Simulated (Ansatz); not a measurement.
# Si3Ge2Pt: the cost of one run

Program: Ansatz 0.2.0. Level of theory: DFT PBE, scalar-relativistic, plane waves, PAW. These are calculated values, not measurements.

## (1) The system as given

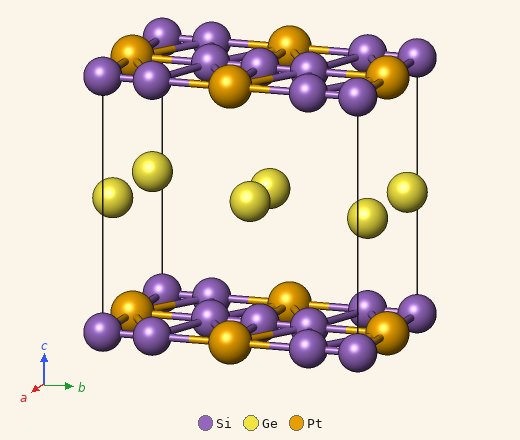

The starting structure, seen slightly off an axis (silicon purple, germanium yellow, platinum amber). Atoms on the faces are drawn again on the opposite ones. The cell drawn here is the conventional one.

Coordinates:

```cif
data_structure
_symmetry_space_group_name_H-M 'Cmmm'
_symmetry_Int_Tables_number 65
_cell_length_a 4.6515
_cell_length_b 7.0057
_cell_length_c 6.8226
_cell_angle_alpha 90.000
_cell_angle_beta 90.000
_cell_angle_gamma 90.000
_cell_volume 222.33
loop_
_atom_site_label
_atom_site_type_symbol
_atom_site_symmetry_multiplicity
_atom_site_Wyckoff_symbol
_atom_site_fract_x
_atom_site_fract_y
_atom_site_fract_z
_atom_site_occupancy
Si1 Si 4 i 0.50000 0.69375 0.00000 1
Si2 Si 2 a 0.00000 0.00000 0.00000 1
Ge1 Ge 4 h 0.83412 0.00000 0.50000 1
Pt1 Pt 2 b 0.50000 0.00000 0.00000 1
```

A structure generator made this guess: random cell by space group and Wyckoff sites (Cmmm, No. 65). Lengths come from tabulated atomic sizes and are only a guess.

## (2) The guess as it stands, on a coarse mesh

File input.yaml:

```yaml
crystal:
  lattice:
    - [2.32575925, -3.50284967, 0.0]
    - [2.32575925, 3.50284967, 0.0]
    - [0.0, 0.0, 6.82259435]
  atoms:
    - { symbol: Si, position: [0.80624964, 0.19375036, 0.0] }
    - { symbol: Si, position: [0.19375036, 0.80624964, 0.0] }
    - { symbol: Si, position: [0.0, 0.0, 0.0] }
    - { symbol: Ge, position: [0.83411508, 0.83411508, 0.5] }
    - { symbol: Ge, position: [0.16588492, 0.16588492, 0.5] }
    - { symbol: Pt, position: [0.5, 0.5, 0.0] }
basis:
  ecutwfc: 420
kpoints:
  mp_grid: { grid: [4, 4, 4] }
hamiltonian:
  xc: pbe
scf:
  occupations: { method: gaussian, width: 0.1 }
  lower_state_search: "off"
output:
  forces: true
  stress: true
  eigenvalues: true
```

On the command line:

```console
$ ansatz run input.yaml --threads 1 --pin off --max-ram 2560MiB --backend cpu --events-out ev --progress --plain --runs-dir out
```

What time and memory should one allow on 1 thread of Intel Xeon 6975P-C (Granite Rapids), shared host?

About 3 s, with a peak of 0.46 GiB.
